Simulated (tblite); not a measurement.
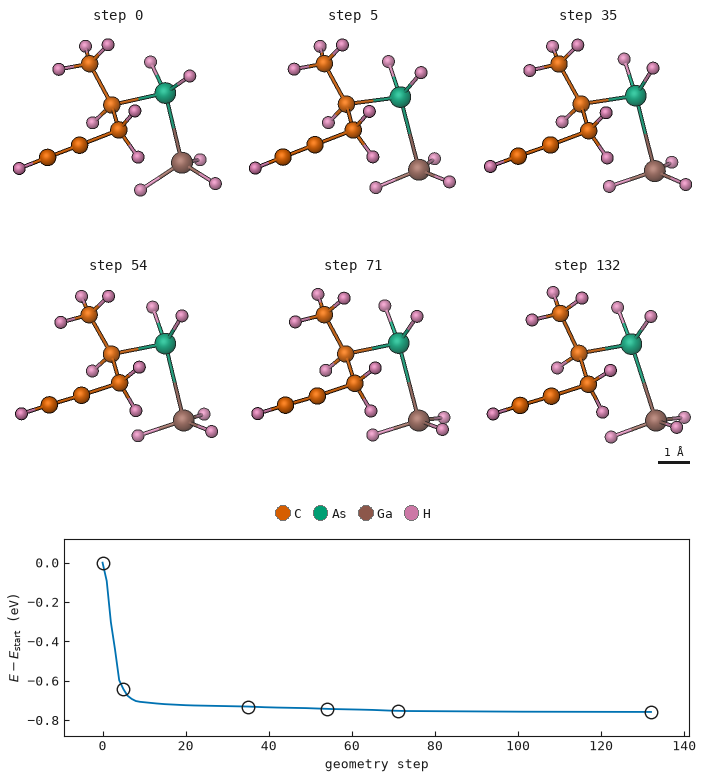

Frames of a relaxation of C5H12AsGa, marked on the history of the run. Style: ball-and-stick. Shown from a free direction.

Method: GFN2-xTB geometry optimisation, gas phase (tblite). 

### Describe the path.

The energy falls by 0.758 eV in 132 geometry steps. An H atom moves most after the best rigid fit: 0.63 Å. By element the largest moves are H 0.63 Å, Ga 0.30 Å, C 0.28 Å, As 0.25 Å. Among the contacts that change: As–Ga 2.461 → 2.650 Å, As–H 1.574 → 1.496 Å, Ga–H 1.614 → 1.549 Å, Ga–H 1.604 → 1.562 Å. Bond angles that change, for instance: H–As–H 119.0° → 90.8°, Ga–As–H 114.6° → 136.8°, As–Ga–H 108.9° → 93.7°. The run took 1.5 s on 1 thread of Intel(R) Xeon(R) Platinum 8488C, with other jobs on the host. From step 0 to 5: the Ga atom moves most (0.26 Å), energy −0.641 eV. From step 5 to 35: an H atom moves most (0.18 Å), energy −0.089 eV. From step 35 to 54: an H atom moves most (0.26 Å), energy −0.012 eV. From step 54 to 71: an H atom moves most (0.22 Å), energy −0.010 eV. From step 71 to 132: an H atom moves most (0.21 Å), energy −0.005 eV.
